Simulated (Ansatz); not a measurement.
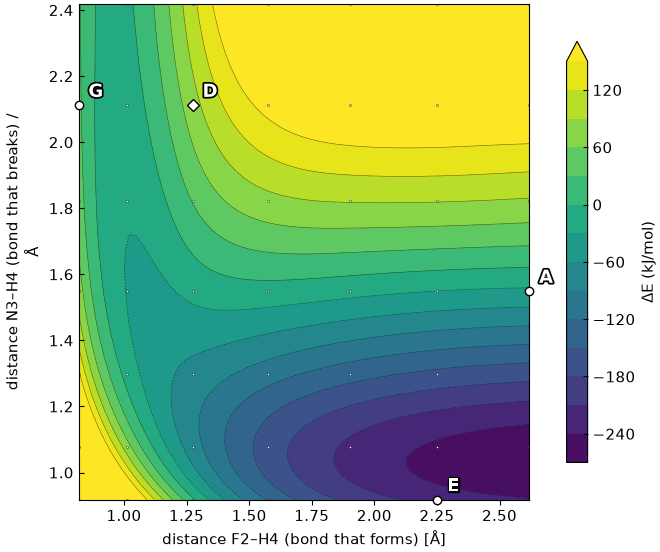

The reacting system F₃H₂NTi. 
- The first coordinate is: distance F2–H4 (bond that forms); the second: distance N3–H4 (bond that breaks).
- Relaxed at each point: all other coordinates.
- Grid: 7 × 7 points.
- Points are written as (first, second).
- All energies are given in kJ/mol relative to a guessed transition structure relaxed with its forming and breaking bonds held.
- The reference is spin-restricted, so regions where a bond is pulled apart into radicals lie too high.
- The calculation used Ansatz, RKS PBE0-D4/def2-SVP.

In the figure: filled contours, dots at the grid points, one colour for all values above the top of the scale, lettered points. Between grid points the surface is interpolated.

> Is D the lowest point of the computed grid?

No. D lies 336 kJ/mol above the lowest grid point, which is at (2.619 Å, 1.078 Å).

> Rank the lettered points by energy, lowest first.

E (−222 kJ/mol), A (−35 kJ/mol), G (37 kJ/mol), D (78 kJ/mol).
